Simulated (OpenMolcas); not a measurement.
# Ru⁴⁺ with 6 ligands (water): CASSCF and CASPT2 levels and susceptibility

Which state of Ru⁴⁺ lies lowest among these ligands, how large is the field, and what χT follows?

Method: state-averaged CASSCF and CASPT2, spin-orbit coupling by RASSI with atomic mean-field integrals. Code: OpenMolcas 26.06.

## 1. The atom as given

| Property | Result |
| --- | --- |
| Species | Ru⁴⁺ (ruthenium, Z = 44, 40 electrons) |
| Basis | ANO-RCC-VDZP [6s5p3d1f], 187 functions with the ligands |
| Scalar Hamiltonian | DKH2, point nucleus |
| Inactive shells | 1s 2s 2p 3s 3p 3d 4s 4p of the metal, and all ligand shells |
| Active space | 4 electrons in 5 orbitals (4d) |
| Some configurations of this space | 4d4 |
| Orbitals | optimised for each spin and parity, averaged over all roots |

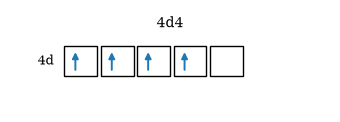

Occupation of the outer shells (arrows by Hund's rule).

Ru⁴⁺ is taken with 6 ligands (water) in octahedron coordination (Th) at 1.89 Å. Ligand basis ANO-RCC-VDZP. The distances are assumed, not relaxed.

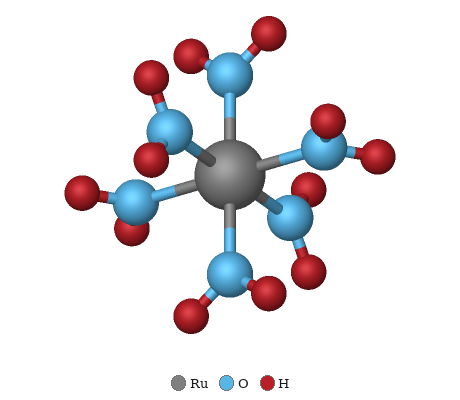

The cluster treated with basis functions (ruthenium grey, oxygen blue, hydrogen red).

```xyz
19

Ru    0.0000    0.0000    0.0000
O     1.8900    0.0000    0.0000
H     2.4670    0.7797    0.0000
H     2.4670   -0.7797    0.0000
O     0.0000    1.8900    0.0000
H     0.0000    2.4670    0.7797
H     0.0000    2.4670   -0.7797
O    -1.8900    0.0000    0.0000
H    -2.4670    0.7797    0.0000
H    -2.4670   -0.7797    0.0000
O     0.0000   -1.8900    0.0000
H     0.0000   -2.4670    0.7797
H     0.0000   -2.4670   -0.7797
O     0.0000    0.0000    1.8900
H     0.7797    0.0000    2.4670
H    -0.7797    0.0000    2.4670
O     0.0000    0.0000   -1.8900
H     0.7797    0.0000   -2.4670
H    -0.7797    0.0000   -2.4670
```

The work runs as a chain of OpenMolcas steps in one folder; each step below is one input file. Labels, J, g values, rates, χT and fits are worked out afterwards by a script from the matrices that RASSI stores.

## 2. Basis and integrals

a.inp reads:

```
&GATEWAY
Coord
19

Ru 0.0 0.0 0.0
O 1.890000 0.000000 0.000000
H 2.466978 0.779741 0.000000
H 2.466978 -0.779741 0.000000
O 0.000000 1.890000 0.000000
H 0.000000 2.466978 0.779741
H 0.000000 2.466978 -0.779741
O -1.890000 0.000000 0.000000
H -2.466978 0.779741 0.000000
H -2.466978 -0.779741 0.000000
O 0.000000 -1.890000 0.000000
H 0.000000 -2.466978 0.779741
H 0.000000 -2.466978 -0.779741
O 0.000000 0.000000 1.890000
H 0.779741 0.000000 2.466978
H -0.779741 0.000000 2.466978
O 0.000000 0.000000 -1.890000
H 0.779741 0.000000 -2.466978
H -0.779741 0.000000 -2.466978
Basis=Ru.ANO-RCC-VDZP,H.ANO-RCC-VDZP,O.ANO-RCC-VDZP
Group=XYZ
NoMove
AngMom=0.0 0.0 0.0
AMFI
RICD
&SEWARD
```

Started as:

```sh
OMP_NUM_THREADS=1 MOLCAS_MEM=2457 MOLCAS_PROJECT=a pymolcas a.inp > a.log
```

## 3. Reference wave functions, quintets of even parity, 5 roots

a.inp reads:

```
&RASSCF
FileOrb=start.orb
Symmetry=1
Spin=5
nActEl=4 0 0
Inactive=24 24
Ras2=5 0
CIRoot=5 5 1
SDav=5
CIMx=300
Iter=150 100
PrWF=0.3
OrbListing=Nothing
MaxOrb=0
LevShft=1.0
>>> COPY $Project.JobIph JOB001
```

start.orb holds start orbitals that the driver prepared beforehand, or those of the step before.

## 4. Reference wave functions, triplets of even parity, 45 roots

a.inp reads:

```
&RASSCF
FileOrb=start.orb
Symmetry=1
Spin=3
nActEl=4 0 0
Inactive=24 24
Ras2=5 0
CIRoot=45 45 1
SDav=45
CIMx=300
Iter=150 100
PrWF=0.3
OrbListing=Nothing
MaxOrb=0
LevShft=1.0
>>> COPY $Project.JobIph JOB002
```

## 5. Reference wave functions, singlets of even parity, 50 roots

a.inp reads:

```
&RASSCF
FileOrb=start.orb
Symmetry=1
Spin=1
nActEl=4 0 0
Inactive=24 24
Ras2=5 0
CIRoot=50 50 1
SDav=50
CIMx=300
Iter=150 100
PrWF=0.3
OrbListing=Nothing
MaxOrb=0
LevShft=1.0
>>> COPY $Project.JobIph JOB003
```

## 6. RASSI: spin-orbit coupling between the states

a.inp reads:

```
&RASSI
NrOfJobIphs=3 5 45 50
1 2 3 4 5
1 2 3 4 5 6 7 8 9 10 11 12 13 14 15 16 17 18 19 20 21 22 23 24 25 26 27
28 29 30 31 32 33 34 35 36 37 38 39 40 41 42 43 44 45
1 2 3 4 5 6 7 8 9 10 11 12 13 14 15 16 17 18 19 20 21 22 23 24 25 26 27
28 29 30 31 32 33 34 35 36 37 38 39 40 41 42 43 44 45 46 47 48 49 50
IphNames
JOB001
JOB002
JOB003
EJob
SpinOrbit
DIPRint=1.0
SOCoupling=1000.0
Subsets=2
Property=9
'ANGMOM' 1 'ANGMOM' 2 'ANGMOM' 3 'MLTPL  1' 1 'MLTPL  1' 2 'MLTPL  1' 3
'AMFI' 1 'AMFI' 2 'AMFI' 3
SOProperty=3
'ANGMOM' 1 'ANGMOM' 2 'ANGMOM' 3
```

## 7. CASPT2: IPEA 0.25, imaginary shift 0.1 (closed shells correlated: 4s 4p of the metal, with ligand shells; the Frozen line counts the rest)

a.inp reads:

```
>>> COPY JOB001 $Project.JobIph
&CASPT2
Multistate=5 1 2 3 4 5
NoMult
Frozen=11 9
IPEA=0.25
Imaginary=0.1
MaxIter=60
WThr=0.0 0.3 0.05
PrWF=0.5
NoMix
>>> COPY JOB002 $Project.JobIph
&CASPT2
Multistate=45 1 2 3 4 5 6 7 8 9 10 11 12 13 14 15 16 17 18 19 20 21 22
23 24 25 26 27 28 29 30 31 32 33 34 35 36 37 38 39 40 41 42 43 44 45
NoMult
Frozen=11 9
IPEA=0.25
Imaginary=0.1
MaxIter=60
WThr=0.0 0.3 0.05
PrWF=0.5
NoMix
>>> COPY JOB003 $Project.JobIph
&CASPT2
Multistate=50 1 2 3 4 5 6 7 8 9 10 11 12 13 14 15 16 17 18 19 20 21 22
23 24 25 26 27 28 29 30 31 32 33 34 35 36 37 38 39 40 41 42 43 44 45 46
47 48 49 50
NoMult
Frozen=11 9
IPEA=0.25
Imaginary=0.1
MaxIter=60
WThr=0.0 0.3 0.05
PrWF=0.5
NoMix
```

(Steps that only read results are left out.)

Before running it: what results should come out? Wanted: spin-free ground state; first state of the same spin within the active space; lowest level; next level.

**Answer**, as computed:

| quantity | value |
| --- | --- |
| method | SS-CASPT2, IPEA 0.25, imaginary shift 0.1 (closed shells correlated: 4s 4p of the metal, with ligand shells; the Frozen line counts the rest) |
| spin-free ground state | triplet, 3-fold in its orbital part |
| first state of the same spin within the active space | 3E at 34100 cm⁻¹ |
| lowest level | 1-fold |
| next level | 757.2 cm⁻¹ |
| χT at 300 K | 1.02 cm³ K/mol |
| effective moment at 300 K | 2.86 μB |

Cost by method:

```csv
method,time of its own steps,time with the reference
A. CASSCF,60 s,60 s
"B. SS-CASPT2, IPEA 0.25, imaginary shift 0.1, +4s 4p",8.7 min,9.7 min
```

Times are of one thread on a shared host.

What this shows: The spin-free ground state (triplet) is 3-fold and has less than the highest spin computed. χT at 300 K is 1.02, against 1.00 cm³ K/mol for the spin alone; near agreement at one temperature doesn't show that the orbital moment is quenched. CASPT2 does not keep the components of a term degenerate, and the means are used. With metal d orbitals alone active, the gaps between spin states are rough; where two lie within a few thousand cm-1, their order is open. The bonds are covalent and no ligand orbital is active, so the numbers are rough.
